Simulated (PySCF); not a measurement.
H₅F₃GeSi₂, SMILES F[Si](F)(F)[SiH2][GeH3], singlet at its PBE0/def2-SVP optimised geometry (Å):

```
11

Si     1.8617     0.8526    -2.0342
F      2.0835    -0.2799    -3.1537
F      0.7305     1.8459    -2.6080
F      3.2242     1.7013    -1.9566
Si     1.1745    -0.0380     0.0000
Ge    -1.2122    -0.0380     0.0000
H      1.7111     0.8311     1.0904
H      1.7394    -1.4145     0.1289
H     -1.7217    -0.7538    -1.2617
H     -1.7394    -0.7654     1.2484
H     -1.7138     1.4145     0.0000
```

Level of theory: PBE0/def2-TZVP run with PySCF 2.14.0.

Map of the electrostatic potential (hartree/e), clipped to [-0.08, 0.12] on the plane z = 1.2 Å:

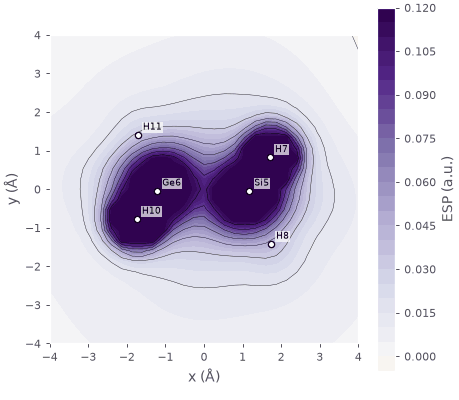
Figure. Electrostatic potential (hartree/e), clipped to [-0.08, 0.12] on the plane z = 1.2 Å.
